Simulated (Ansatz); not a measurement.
# Ruthenium, omega (AlB2-type) under BLYP: from relaxation to bulk modulus, part 2 of 2

Aim: take ruthenium in the omega (AlB2-type) structure, relax it, solve it on a dense k-mesh, then scale the cell to 7 volumes from 88 to 112 % of the relaxed one and try a fit of the equation of state. Spin polarisation is left out. The k-meshes are 9×9×12 for the relaxation; 11×11×15 for the dense run; 10×10×13 for the volumes.

Ansatz 0.2.0; DFT, BLYP, plane waves (420 eV) with PAW, scalar-relativistic.

### 6 Equation of state: 96 %

The input, input.yaml:

```yaml
crystal:
  lattice:
    - [4.273429749, 0.0, 0.0]
    - [-2.1367148745, 3.7008987239, 0.0]
    - [0.0, 0.0, 2.6958268073]
  atoms:
    - { symbol: Ru, position: [0.0, 0.0, 0.0] }
    - { symbol: Ru, position: [0.3333333333, 0.6666666667, 0.5] }
    - { symbol: Ru, position: [0.6666666667, 0.3333333333, 0.5] }
hamiltonian:
  xc: blyp
  pseudopotentials:
    kind: paw
    azcp:
      Ru: "pseudopotentials/Ru.paw.azcp"
basis:
  ecutwfc: 420
  fft_grid_basis: typed
kpoints:
  mp_grid: { grid: [10, 10, 13], shift: [0, 0, 0] }
magnetization:
  spin_polarized: false
scf:
  occupations: { method: fermi_dirac, width: 0.1 }
  lower_state_search: "off"
output:
  stress: true
```

Launch:

```console
$ ansatz run input.yaml --threads 2 --pin off --max-ram 5120MiB --backend cpu --events-out ev --progress --plain --runs-dir out
```

Standard output (excerpt; [...] marks lines left out):

```text
Warning: RAYON_NUM_THREADS=2 ignored (pool sized by the plan → 2); use --threads N
[...]
Pseudopotentials: kind: paw
Pseudopotential: Ru, paw, valence charge 16, recommended cutoff 420 eV (normal), <dir>
Functional definition: BLYP
[...]
Crystal: 3 atoms, lattice volume = 42.636 Å³
Basis set: ecut = 420 eV, 843 PW (Γ), exchange–correlation on 60×60×40 points (8 copies of the dense FFT grid, shifted against one another)
Bands: 29, of which v1, the nominal top of the filled ones, is band 24 counted from 1 (23 counted from 0)
Symmetry: 24 space group operations
Space group: P6/mmm (ITA 191), of the structure as read, at distance tolerance 3.5e-5 Å
k-points: 98 of 1300
[...]
SCF iter   1: F=—  HF=-17676.674783 eV  |F-HF|=—  |Δ(HF+E_count)|=         —  Δρ=1.69e-2  dr2=1.05e-1  ethr=1.77e-3  ⟨swp⟩=4.9  Hψ=10112  notcnv=0
[...]
SCF iter   6: F=-17676.653649 eV  HF=-17676.653649 eV  |F-HF|=2.13e-8  |Δ(HF+E_count)|=   2.66e-7  Δρ=1.35e-5  dr2=4.83e-8  ethr=2.08e-10  ⟨swp⟩=4.1  Hψ=10479  notcnv=0
[...]
SCF converged after 6 iterations
Free energy (F): -17676.653649 eV
[...]
E sigma→0 (E₀):  -17676.593072 eV
Entropy (-TS):   -0.121154 eV (-40.385 meV/atom)
Fermi energy:    22.919564 eV
[...]
--- Stress (GPa, compression-positive) ---
       11.778956      -0.000000       0.000000
       -0.000000      11.778956       0.000000
        0.000000       0.000000      10.569071
  P = ⅓ Tr σ = 11.3757 GPa (113.757 kbar)
```

Wall time 2.4 s (2 threads of Intel Xeon Platinum 8488C (Sapphire Rapids), shared host); peak memory 0.42 GiB.

### 7 Equation of state: 100 %

Edit input.yaml of step 6 so:

```diff
@@ -2,5 +2,5 @@
   lattice:
-    - [4.273429749, 0.0, 0.0]
-    - [-2.1367148745, 3.7008987239, 0.0]
-    - [0.0, 0.0, 2.6958268073]
+    - [4.3319771579, 0.0, 0.0]
+    - [-2.1659885789, 3.7516022674, 0.0]
+    - [0.0, 0.0, 2.7327605312]
   atoms:
@@ -27 +27,5 @@
   stress: true
+  write_density: true
+  write_potential: true
+  elf: true
+  volumetric_format: npy
```

Launch:

```console
$ ansatz run input.yaml --threads 2 --pin off --max-ram 5120MiB --backend cpu --events-out ev --progress --plain --runs-dir out
```

Standard output (excerpt; [...] marks lines left out):

```text
Warning: RAYON_NUM_THREADS=2 ignored (pool sized by the plan → 2); use --threads N
[...]
[... 3 set-up lines as earlier in the session ...]
[...]
Crystal: 3 atoms, lattice volume = 44.412 Å³
Basis set: ecut = 420 eV, 915 PW (Γ), exchange–correlation on 60×60×40 points (8 copies of the dense FFT grid, shifted against one another)
Bands: 29, of which v1, the nominal top of the filled ones, is band 24 counted from 1 (23 counted from 0)
[... 2 set-up lines as earlier in the session ...]
k-points: 98 of 1300
[...]
SCF iter   1: F=—  HF=-17676.734565 eV  |F-HF|=—  |Δ(HF+E_count)|=         —  Δρ=1.66e-2  dr2=1.08e-1  ethr=1.77e-3  ⟨swp⟩=4.7  Hψ=9780  notcnv=0
[...]
SCF iter   6: F=-17676.714274 eV  HF=-17676.714274 eV  |F-HF|=2.25e-8  |Δ(HF+E_count)|=   2.40e-7  Δρ=1.17e-5  dr2=4.25e-8  ethr=2.08e-10  ⟨swp⟩=8.5  Hψ=19411  notcnv=0
the search or the solves at the SCF's close seem to have found levels that the self-consistency loop had missed (the run counts 1). By its estimate they hold 5.75e-10 electrons. The energies and the density leave them out; if the run goes on with those levels, later outputs use [...]
SCF converged after 6 iterations
Free energy (F): -17676.714274 eV
[...]
E sigma→0 (E₀):  -17676.649573 eV
Entropy (-TS):   -0.129402 eV (-43.134 meV/atom)
Fermi energy:    21.798130 eV
[...]
--- Stress (GPa, compression-positive) ---
       -0.093028      -0.000000       0.000000
       -0.000000      -0.093028       0.000000
        0.000000       0.000000       0.222024
  P = ⅓ Tr σ = 0.0120 GPa (0.120 kbar)
--- Band table (eV; the first three rows and the last of 98) ---
[...]
```

Run time: 4.3 s. Hardware: 2 threads of Intel Xeon Platinum 8488C (Sapphire Rapids), shared host; peak memory 0.44 GiB.

### 8 Equation of state: 104 %

Edit input.yaml of step 7 so:

```diff
@@ -2,5 +2,5 @@
   lattice:
-    - [4.3319771579, 0.0, 0.0]
-    - [-2.1659885789, 3.7516022674, 0.0]
-    - [0.0, 0.0, 2.7327605312]
+    - [4.3889833946, 0.0, 0.0]
+    - [-2.1944916973, 3.8009711166, 0.0]
+    - [0.0, 0.0, 2.7687220306]
   atoms:
@@ -27,5 +27 @@
   stress: true
-  write_density: true
-  write_potential: true
-  elf: true
-  volumetric_format: npy
```

Launch:

```console
$ ansatz run input.yaml --threads 2 --pin off --max-ram 5120MiB --backend cpu --events-out ev --progress --plain --runs-dir out
```

Standard output (excerpt; [...] marks lines left out):

```text
Warning: RAYON_NUM_THREADS=2 ignored (pool sized by the plan → 2); use --threads N
[...]
[... 3 set-up lines as earlier in the session ...]
[...]
Crystal: 3 atoms, lattice volume = 46.189 Å³
Basis set: ecut = 420 eV, 915 PW (Γ), exchange–correlation on 60×60×40 points (8 copies of the dense FFT grid, shifted against one another)
Bands: 29, of which v1, the nominal top of the filled ones, is band 24 counted from 1 (23 counted from 0)
[... 1 set-up line as earlier in the session ...]
Space group: P6/mmm (ITA 191), of the structure as read, at distance tolerance 3.6e-5 Å
k-points: 98 of 1300
[...]
SCF iter   1: F=—  HF=-17676.682679 eV  |F-HF|=—  |Δ(HF+E_count)|=         —  Δρ=1.63e-2  dr2=1.13e-1  ethr=1.77e-3  ⟨swp⟩=4.5  Hψ=9581  notcnv=0
[...]
SCF iter   6: F=-17676.662777 eV  HF=-17676.662777 eV  |F-HF|=1.49e-8  |Δ(HF+E_count)|=   2.48e-7  Δρ=1.06e-5  dr2=3.21e-8  ethr=2.08e-10  ⟨swp⟩=4.0  Hψ=10451  notcnv=0
[...]
SCF converged after 6 iterations
Free energy (F): -17676.662777 eV
[...]
E sigma→0 (E₀):  -17676.593788 eV
Entropy (-TS):   -0.137978 eV (-45.993 meV/atom)
Fermi energy:    20.761772 eV
[...]
--- Stress (GPa, compression-positive) ---
       -9.448368       0.000000       0.000000
        0.000000      -9.448368       0.000000
        0.000000       0.000000      -7.919277
  P = ⅓ Tr σ = -8.9387 GPa (-89.387 kbar)
```

It took 3.6 s on 2 threads of Intel Xeon Platinum 8488C (Sapphire Rapids), shared host; peak memory 0.43 GiB.

### 9 Equation of state: 108 %

Edit input.yaml of step 8 so:

```diff
@@ -2,5 +2,5 @@
   lattice:
-    - [4.3889833946, 0.0, 0.0]
-    - [-2.1944916973, 3.8009711166, 0.0]
-    - [0.0, 0.0, 2.7687220306]
+    - [4.4445460449, 0.0, 0.0]
+    - [-2.2222730224, 3.8490897832, 0.0]
+    - [0.0, 0.0, 2.8037728658]
   atoms:
```

Launch:

```console
$ ansatz run input.yaml --threads 2 --pin off --max-ram 5120MiB --backend cpu --events-out ev --progress --plain --runs-dir out
```

Standard output (excerpt; [...] marks lines left out):

```text
Warning: RAYON_NUM_THREADS=2 ignored (pool sized by the plan → 2); use --threads N
[...]
[... 3 set-up lines as earlier in the session ...]
[...]
Crystal: 3 atoms, lattice volume = 47.965 Å³
Basis set: ecut = 420 eV, 939 PW (Γ), exchange–correlation on 60×60×40 points (8 copies of the dense FFT grid, shifted against one another)
Bands: 29, of which v1, the nominal top of the filled ones, is band 24 counted from 1 (23 counted from 0)
[... 2 set-up lines as earlier in the session ...]
k-points: 98 of 1300
[...]
SCF iter   1: F=—  HF=-17676.544185 eV  |F-HF|=—  |Δ(HF+E_count)|=         —  Δρ=1.63e-2  dr2=1.25e-1  ethr=1.77e-3  ⟨swp⟩=5.1  Hψ=22230  notcnv=0  defer=50
[...]
SCF iter   6: F=-17676.523120 eV  HF=-17676.523120 eV  |F-HF|=2.56e-8  |Δ(HF+E_count)|=   8.66e-7  Δρ=1.43e-5  dr2=7.48e-8  ethr=2.08e-10  ⟨swp⟩=4.0  Hψ=11054  notcnv=0
[...]
SCF converged after 6 iterations
Free energy (F): -17676.523120 eV
[...]
E sigma→0 (E₀):  -17676.449690 eV
Entropy (-TS):   -0.146858 eV (-48.953 meV/atom)
Fermi energy:    19.801432 eV
[...]
--- Stress (GPa, compression-positive) ---
      -16.793398      -0.000000       0.000000
       -0.000000     -16.793398       0.000000
        0.000000       0.000000     -14.300884
  P = ⅓ Tr σ = -15.9626 GPa (-159.626 kbar)
```

It took 3.3 s on 2 threads of Intel Xeon Platinum 8488C (Sapphire Rapids), shared host; peak memory 0.42 GiB.

### 10 Equation of state: 112 %

Edit input.yaml of step 9 so:

```diff
@@ -2,5 +2,5 @@
   lattice:
-    - [4.4445460449, 0.0, 0.0]
-    - [-2.2222730224, 3.8490897832, 0.0]
-    - [0.0, 0.0, 2.8037728658]
+    - [4.4987531683, 0.0, 0.0]
+    - [-2.2493765841, 3.8960345291, 0.0]
+    - [0.0, 0.0, 2.837968588]
   atoms:
```

Launch:

```console
$ ansatz run input.yaml --threads 2 --pin off --max-ram 5120MiB --backend cpu --events-out ev --progress --plain --runs-dir out
```

Standard output (excerpt; [...] marks lines left out):

```text
Warning: RAYON_NUM_THREADS=2 ignored (pool sized by the plan → 2); use --threads N
[...]
[... 3 set-up lines as earlier in the session ...]
[...]
Crystal: 3 atoms, lattice volume = 49.742 Å³
Basis set: ecut = 420 eV, 963 PW (Γ), exchange–correlation on 64×64×40 points (8 copies of the dense FFT grid, shifted against one another)
Bands: 29, of which v1, the nominal top of the filled ones, is band 24 counted from 1 (23 counted from 0)
[... 1 set-up line as earlier in the session ...]
Space group: P6/mmm (ITA 191), of the structure as read, at distance tolerance 3.7e-5 Å
k-points: 98 of 1300
[...]
SCF iter   1: F=—  HF=-17676.336410 eV  |F-HF|=—  |Δ(HF+E_count)|=         —  Δρ=1.64e-2  dr2=1.44e-1  ethr=1.77e-3  ⟨swp⟩=5.2  Hψ=22405  notcnv=0  defer=63
[...]
SCF iter   6: F=-17676.314455 eV  HF=-17676.314455 eV  |F-HF|=2.84e-8  |Δ(HF+E_count)|=   1.57e-6  Δρ=1.37e-5  dr2=7.52e-8  ethr=2.08e-10  ⟨swp⟩=3.0  Hψ=12935  notcnv=0
[...]
SCF converged after 6 iterations
Free energy (F): -17676.314455 eV
[...]
E sigma→0 (E₀):  -17676.236442 eV
Entropy (-TS):   -0.156025 eV (-52.008 meV/atom)
Fermi energy:    18.909126 eV
[...]
--- Stress (GPa, compression-positive) ---
      -22.526516      -0.000000       0.000000
       -0.000000     -22.526516       0.000000
        0.000000       0.000000     -19.273625
  P = ⅓ Tr σ = -21.4422 GPa (-214.422 kbar)
```

Run time: 3.3 s. Hardware: 2 threads of Intel Xeon Platinum 8488C (Sapphire Rapids), shared host; peak memory 0.45 GiB.

### 11 Energy and pressure against volume

All volumes keep the relaxed shape and fractional coordinates.

```tsv
V (Å³/atom)	E − E₀ (meV/atom)	P from the stress (GPa)	P from the fit (GPa)
13.028	211.4	44.00	43.75
13.620	85.1	25.77	25.41
14.212	18.8	11.38	10.99
14.804	0.0	0.01	-0.36
15.396	18.6	-8.94	-9.31
15.988	66.6	-15.96	-16.37
16.581	137.7	-21.44	-21.92
```

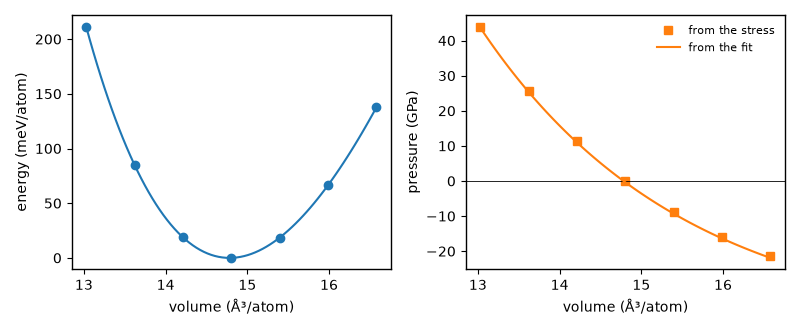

Energy and pressure against volume; the lines are the Birch-Murnaghan fit.

A third-order Birch-Murnaghan fit gives V₀ = 14.783 Å³/atom, B₀ = 253 GPa and B₀′ = 4.9; it misses no point by more than 0.06 meV/atom.

Fit and stress differ a little: one follows E(σ → 0), the other the smeared free energy.

### 12 Results

What follows sums up all 2 parts.

```
                      quantity                                   value
space group (spins left aside)                        P6/mmm (No. 191)
             conventional cell  a = 4.332 Å, c = 2.733 Å (c/a = 0.631)
                        volume                          14.804 Å³/atom
             shortest distance                                 2.501 Å
               gap on the mesh            none (levels filled in part)
               relative to hcp                           +223 meV/atom
                   V₀, B₀, B₀′            14.783 Å³/atom, 253 GPa, 4.9
```

What this shows: The relaxation enlarged the cell by 9.2 % in volume. It lies 223 meV/atom above the element's reference form at the same level (hcp, from a run of its own). Levels at the Fermi energy are filled in part, as in a metal. B₀ comes out at 253 GPa; letting shape and positions relax at each volume could only lower it. Relaxation kept the symmetry; phonons were not checked.
